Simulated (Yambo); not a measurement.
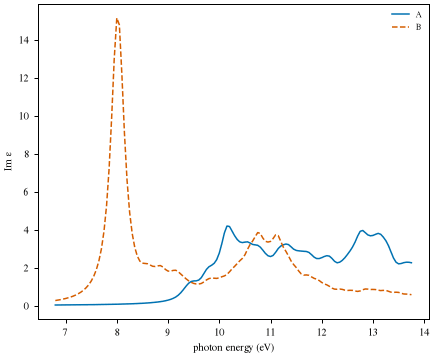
*Two computed absorption spectra of KBH4 (space group P2_1/m, No. 11, within 0.06 Å of P4_2/nmc) (Yambo, LDA bands with the same scissor, field along x)*

Axes are Cartesian, with cell vectors (Å) (4.66, 0.00, 0.00), (0.00, 4.68, 0.00), (-0.01, 0.00, 6.55).

Question: Which curve includes the electron-hole attraction (BSE)?

Answer: Curve B: the attraction moves weight to lower energy (centre of the plotted range 9.6 eV against 11.6 eV). Settings: 4×4×4 mesh, 8 valence and 16 conduction bands, static screening with 69 bands and a 3 Ry block, scissor 3.34 eV, Tamm-Dancoff. The scissor comes from a G0W0 run whose convergence isn't established. Broadening 0.15 eV. The band window holds all transitions up to 15.3 eV. On this mesh the peak heights and the fine structure are mesh artefacts; only the shift of weight is robust.

Geometry of the Materials Project entry, not relaxed at this level; primitive cell a = 4.6634 Å, b = 4.6777 Å, c = 6.5486 Å, α = 90.00°, β = 90.07°, γ = 90.00°.

The structure is a Materials Project entry; no match was found in the copy of COD used, and its stability was not checked.
